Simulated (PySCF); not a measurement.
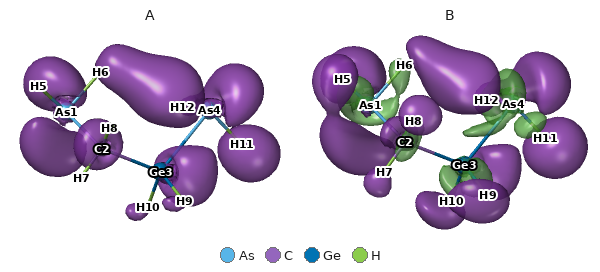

Figure 1: CH₈As₂Ge, SMILES `[AsH2][CH2][GeH2][AsH2]`. The Fukui function f⁺ from two separate SCF calculations and the density of the LUMO, at ±0.01 e/Å³ (purple positive, green negative).

Computed with PySCF, B3LYP/def2-SVP, geometry: GFN2-xTB. No frequency check shows the geometry to be a minimum. GFN2-xTB bond lengths at metals and heavier atoms can be off by up to 0.1 Å and shapes distorted, which carries into these values.

> Which panel is which, and how good is the frozen-orbital picture?

B is f⁺ (it has negative regions), A the LUMO density. The LUMO lies on As4 (26 %), As1 (21 %) and Ge3 (15 %); f⁺ (Hirshfeld-condensed) is largest on As1 (0.20), As4 (0.19) and Ge3 (0.11); the vertical electron affinity is −1.60 eV (the stability of the anion's solution wasn't checked; negative, but this basis has no diffuse functions, so it doesn't show that the anion is unbound). Relaxation shifts 14 % of the electron between atoms. The orbital energy is −0.09 eV.

The PySCF run took 5.6 min on 1 thread of Intel(R) Xeon(R) Processor @ 2.50GHz (Skylake/Cascade Lake), on a shared host, peak memory 0.87 GiB.
